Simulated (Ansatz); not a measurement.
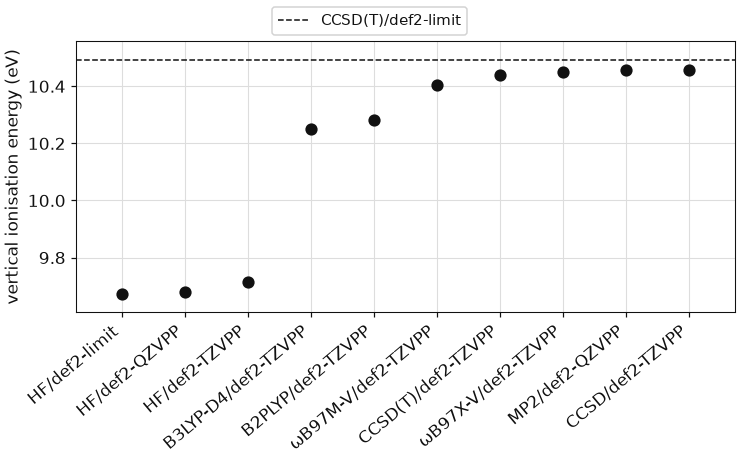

Vertical ionisation energy of GaH₅S, SMILES [SH2+][GaH3-], singlet, taken as the energy of the cation less that of the neutral at fixed geometry (unrestricted doublet cation, cores frozen in correlated methods, no spin-orbit coupling), the Ansatz code 0.2.0, at a PBE0-D4/def2-TZVP geometry (a minimum by its frequencies). Limit means an estimate of the basis limit from triple and quadruple zeta; for coupled cluster it is either extrapolated directly or built as the MP2 limit plus the step from MP2 in triple zeta. B2PLYP/def2-TZVPP holds a correlation term that converges slowly with the basis, so part of the distance to the limit is basis error. The distance of CCSD(T)/def2-TZVPP, MP2/def2-QZVPP and CCSD/def2-TZVPP to the limit includes basis error.

Which level comes closest to the line (CCSD(T)/def2-limit), and which misses most?

Answer. Closest CCSD/def2-TZVPP (10.46 eV) and MP2/def2-QZVPP (10.46 eV), against 10.49 eV; farthest HF/def2-limit (9.67 eV).

Give the values.

Answer.
```tsv
level	eV	less CCSD(T)/def2-limit
HF/def2-limit	9.67	−0.82
HF/def2-QZVPP	9.68	−0.81
HF/def2-TZVPP	9.71	−0.78
B3LYP-D4/def2-TZVPP	10.25	−0.24
B2PLYP/def2-TZVPP	10.28	−0.21
ωB97M-V/def2-TZVPP	10.40	−0.09
CCSD(T)/def2-TZVPP	10.44	−0.05
ωB97X-V/def2-TZVPP	10.45	−0.04
MP2/def2-QZVPP	10.46	−0.04
CCSD/def2-TZVPP	10.46	−0.04
CCSD(T)/def2-limit	10.49	0.00
```

Caveats, for all or some of the runs: no scalar relativity up to krypton; outer-core shells are correlated without core-valence functions, which makes the correlated values less sure.
